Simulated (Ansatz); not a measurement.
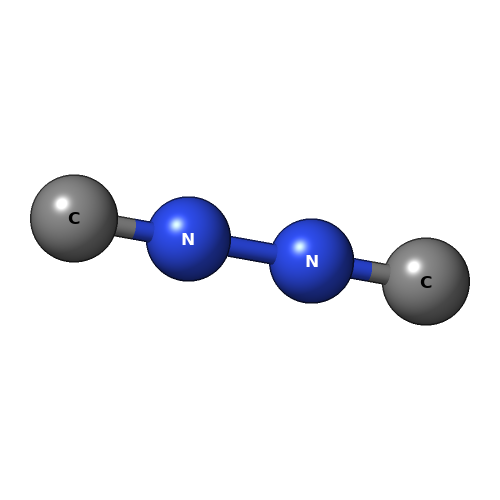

Rendered structure (ball-and-stick style).

Computed geometry: PBE0-D4/def2-TZVP optimisation.

What does the picture show?

The molecule is C₂N₂. The point group is D∞h. All atoms lie on one line. Coordination: 2 N linear.

The parts below concern this one geometry. Atoms keep their numbers from picture to picture.

**Vibrations**

Harmonic vibrations computed with RKS PBE0-D4/def2-TZVP (Ansatz 0.2.0) at a stationary point of the same level.

Question: List the wavenumbers.

Answer: 7 modes: 211, 211, 389, 389, 1002, 2103, 2329 cm⁻¹.

**Charges**

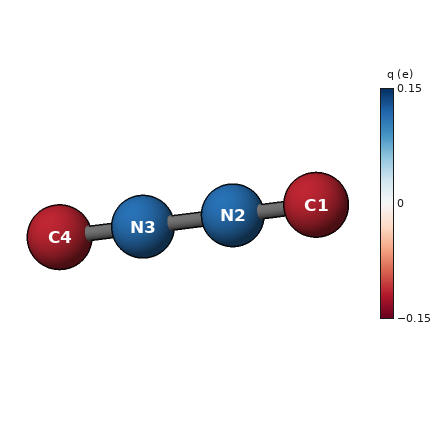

Atoms are coloured by their Mulliken charges. Level of theory: RKS PBE0-D4/def2-TZVP (Ansatz 0.2.0).

Give the Mulliken charges atom by atom.

```
atom  value (e)
  C1      −0.11
  N2       0.11
  N3       0.11
  C4      −0.11
```

**Electronic properties**

Method: RKS SPW92 (LDA)/def2-TZVPP (Ansatz 0.2.0).

What does the calculation give?

- HOMO energy (Kohn–Sham orbital): −8.50 eV
- LUMO energy (Kohn–Sham orbital): −3.31 eV
- HOMO–LUMO gap: 5.19 eV

Mulliken values depend strongly on the basis set and can even reverse the polarity of a bond.
